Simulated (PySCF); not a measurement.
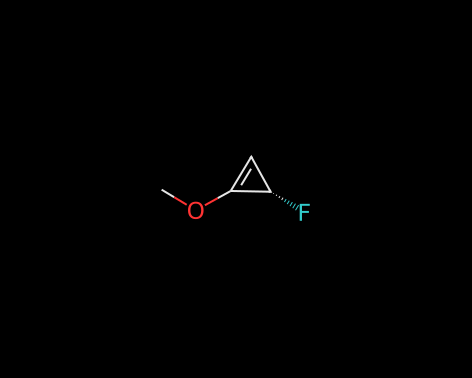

A structural formula.

Write the SMILES.

Answer. COC1=C[C@@H]1F

What is the molecular formula?

Answer. C4H5FO.

An optimisation with PBE0-D3(BJ)/def2-SVP gave a structure of which point group?

Answer. C1.

More results for the same structure follow; atom numbers are the same in all pictures, views and colours differ. The geometry was computed by an optimisation with PBE0-D3(BJ)/def2-SVP. No frequency run is at hand to confirm it as a minimum.

## Shape

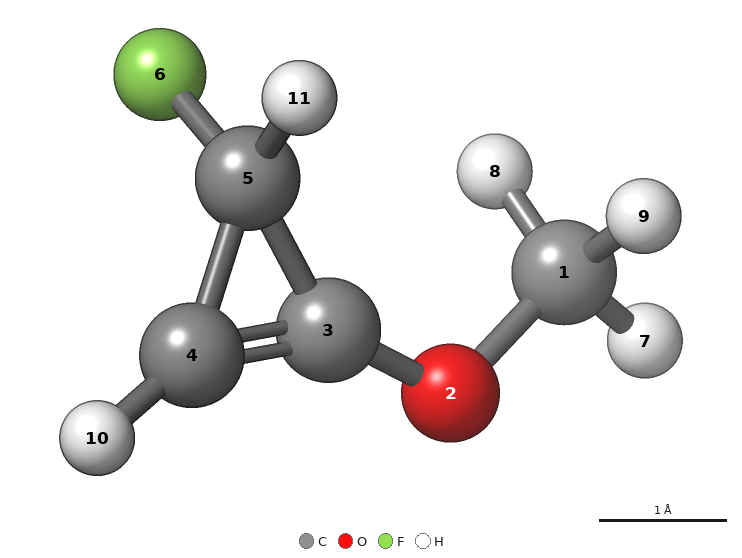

Atoms carry their numbers in the input. No frequency run is at hand to confirm it as a minimum.

Give the bond lengths.

| bond | length (Å) | order |
| --- | --- | --- |
| C1–O2 | 1.419 | single |
| C1–H7 | 1.096 | single |
| C1–H8 | 1.101 | single |
| C1–H9 | 1.101 | single |
| O2–C3 | 1.314 | single |
| C3–C4 | 1.310 | double |
| C3–C5 | 1.455 | single |
| C4–C5 | 1.480 | single |
| C4–H10 | 1.086 | single |
| C5–F6 | 1.384 | single |
| C5–H11 | 1.102 | single |

## Ring current

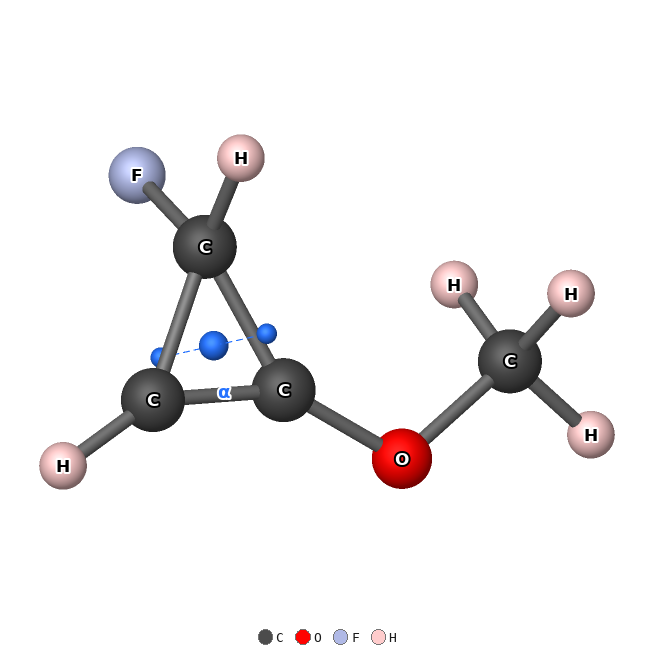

The small points mark where nucleus-independent chemical shifts (NICS) were computed: at the centre of each lettered ring and 1 Å above and below it. No frequency run is at hand to confirm it as a minimum. Method: GIAO mPW1PW91/pcSseg-2 NMR shielding, non-relativistic, gas phase (PySCF 2.14.0).

Give NICS(0), NICS(1) and the out-of-plane component NICS(1)zz for each ring (means of the two sides).

```json
{"ring": "α", "members": "C3", "NICS(0)": "−33.0", "NICS(1)": "−8.7", "NICS(1)zz": "−15.2"}
```

Values in ppm.

## Dipole moment

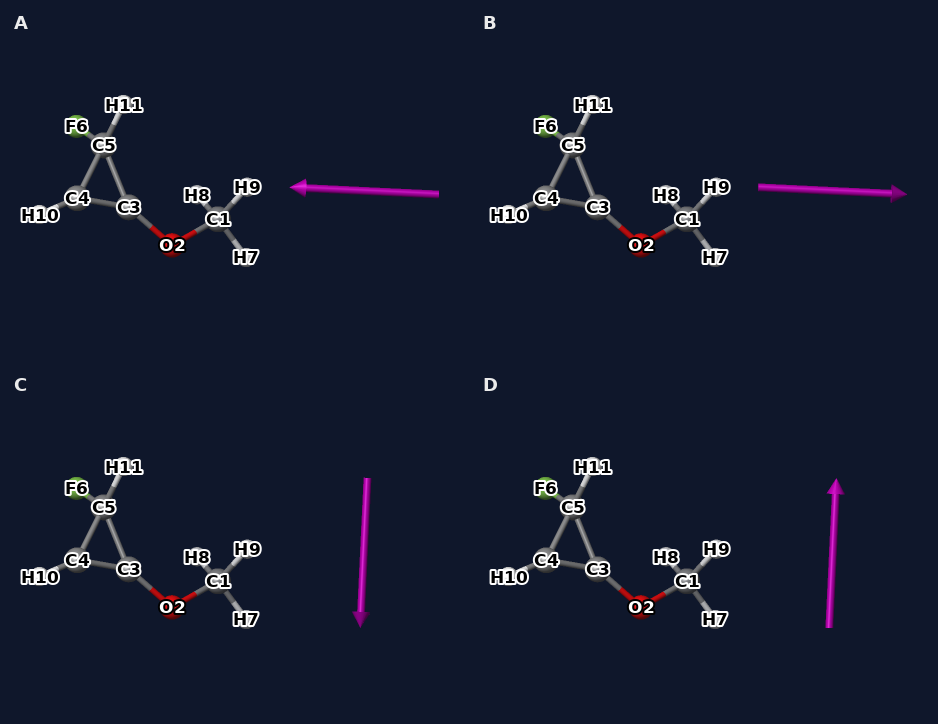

The same molecule four times, each with an arrow. No frequency run is at hand to confirm it as a minimum. Level of theory: PBE0/STO-3G, gas phase (PySCF 2.14.0).

Which arrow points along the dipole moment, from the negative to the positive end?

Answer. B. The dipole moment is 1.73 D; it points from the side of H10 to the side of H7, H9 (the outermost atoms at the two ends).

## Polarisability

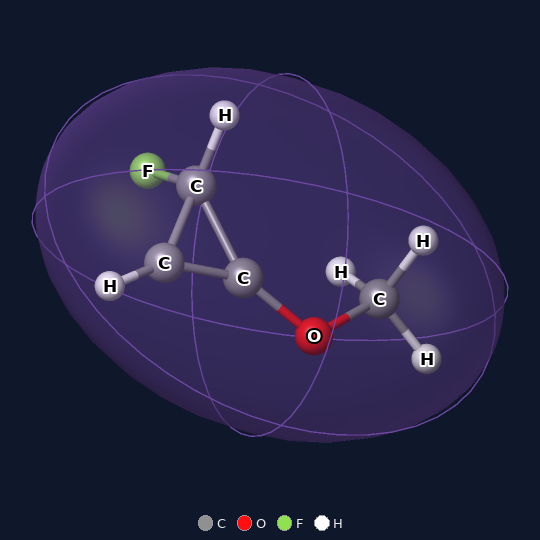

The ellipsoid shows the static dipole polarisability: its half-axes are proportional to the principal values. No frequency run is at hand to confirm it as a minimum. Level of theory: PBE0/6-31G* (PySCF 2.14.0).

Give the principal values, the mean and the anisotropy.

Answer. Principal values 30.1, 41.1, 56.4 bohr³; mean 42.5 bohr³ (6.30 Å³); anisotropy 22.9 bohr³, so the longest axis is 1.87 times the shortest.
